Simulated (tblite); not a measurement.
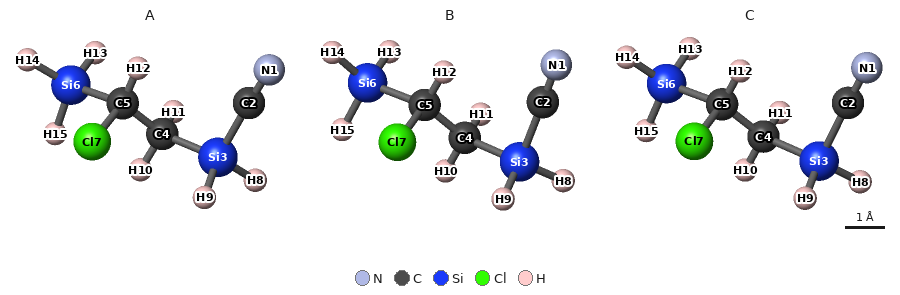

3 geometries from one relaxation of C$_{3}$H$_{8}$ClNSi$_{2}$, in shuffled order. A ball-and-stick model, seen at a tilt.

All numbers below come from GFN2-xTB geometry optimisation, gas phase in tblite. 

**Put them in the order of the run, from the start to the converged end.**

A, C, B. They are steps 0, 25, 87, at +6.28 kcal/mol, +0.37 kcal/mol relative to the last. The energy falls by 6.28 kcal/mol in 87 geometry steps. The largest move after the best rigid fit is that of H15, 0.37 Å. Largest moves by element: H 0.37 Å, N 0.36 Å, C 0.16 Å, Cl 0.14 Å, Si 0.12 Å. Near-neighbour distances that change, for instance: Si3–C4 1.860 → 1.909 Å, C2–Si3 1.822 → 1.870 Å, C4–H10 1.139 → 1.092 Å, C5–Cl7 1.765 → 1.798 Å. Bond angles that change, for instance: C4–C5–Si6 105.3° → 114.5°, C2–Si3–C4 110.3° → 104.4°, H8–Si3–H9 107.5° → 113.0°. The run took 1.2 s on 1 thread of Arm Neoverse N1, with other jobs on the host.
